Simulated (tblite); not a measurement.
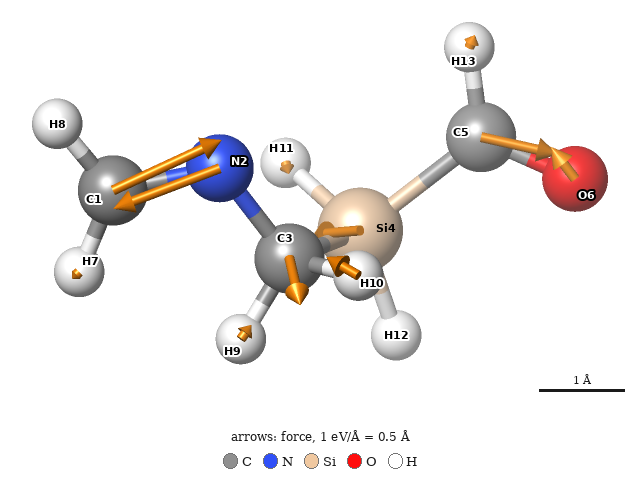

Starting geometry of C3H7NOSi with the computed forces as orange arrows. A ball-and-stick model, seen at a tilt.

The calculation used GFN2-xTB geometry optimisation, gas phase (tblite). 

### What follows when this structure is relaxed?

It isn't relaxed: the largest force vector, on C1, is 2.86 eV/Å. The final displacements have little in common with the starting forces (cosine between the two patterns 0.10). The atom that moves furthest after the best rigid fit is O6 (0.92 Å). By element the largest moves are O 0.92 Å, H 0.78 Å, C 0.34 Å, N 0.25 Å, Si 0.21 Å. Some distances before and after: Si4–C5 1.850 → 1.921 Å, C1–N2 1.297 → 1.253 Å, C3–Si4 1.876 → 1.919 Å, C3–H10 1.131 → 1.092 Å. Among the angles between lasting bonds that change: Si4–C5–O6 118.0° → 124.2°, N2–C3–Si4 112.5° → 106.4°, C1–N2–C3 115.2° → 120.9°. Groups turn about Si4–C5 by about 40°, C3–Si4 by about 25°. The energy falls by 0.294 eV in 92 geometry steps.
